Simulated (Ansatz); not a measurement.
CH3AlCl (charge +1)

Input

```
crystal:
  periodic: [false, false, false]
  atoms:
    - {symbol: C, position_ang: [-0.591506, -1.966722, 1.555764]}
    - {symbol: Al, position_ang: [-1.155130, -2.393723, -0.228338]}
    - {symbol: Cl, position_ang: [0.963264, -2.621542, 0.554736]}
    - {symbol: H, position_ang: [-1.837888, -2.664078, -1.591643]}
    - {symbol: H, position_ang: [-0.717103, -2.653708, 2.403098]}
    - {symbol: H, position_ang: [-0.338355, -0.947063, 1.874998]}
basis:
  gaussian:
    orbitals: def2-TZVPD
total_charge: 1
hamiltonian:
  xc: {name: PBE0}
output: {forces: true, orbitals: {seedname: orbitals}}
```

Command:

```sh
ansatz run input.yaml --threads 1 --pin off --max-ram 2610MiB --events-out events.jsonl --progress --plain --runs-dir runs
```

Geometry: B3LYP-D3(BJ)/def2-SVP.

The calculation used Ansatz 0.2.0, isolated molecule in a Gaussian basis; Kohn-Sham density functional theory, functional PBE0.

Q: What will maps of the electron density and electron localisation function show?

A: C–Al (1.92 Å): ρ is about 0.75 e/Å³ halfway; the ELF peaks at about 0.95 in the valence shell of C, 0.7 Å from its nucleus, and is about 0.80 at the midpoint.
C–Cl (1.96 Å): ρ is about 0.91 e/Å³ halfway; the ELF peaks at about 0.80 between the atoms; a shared electron pair.
Al–Cl (2.27 Å): the density is about 0.52 e/Å³ at the midpoint; the ELF peaks at about 0.80 in the valence shell of Cl, 0.8 Å from its nucleus, and is about 0.65 at the midpoint.
Al–H (1.55 Å): ρ is about 0.63 e/Å³ halfway; the ELF climbs to about 1 towards the hydrogen.

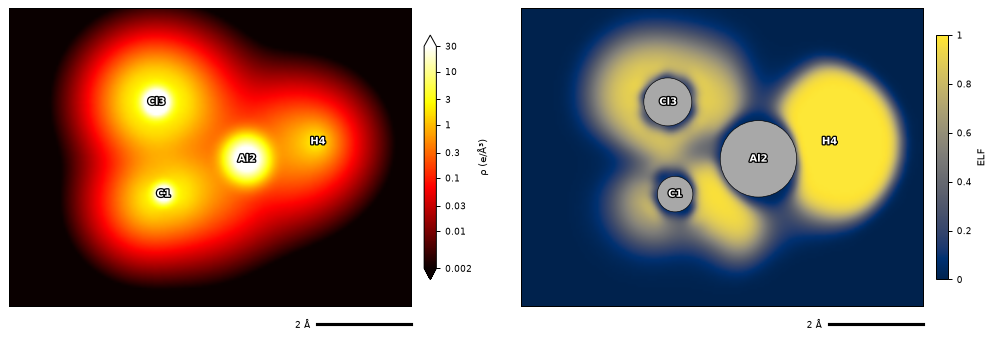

Computed electron density and electron localisation function on the plane of atoms Al2, C1 and Cl3, in this order. Grey discs cover the atomic cores in the ELF map. 
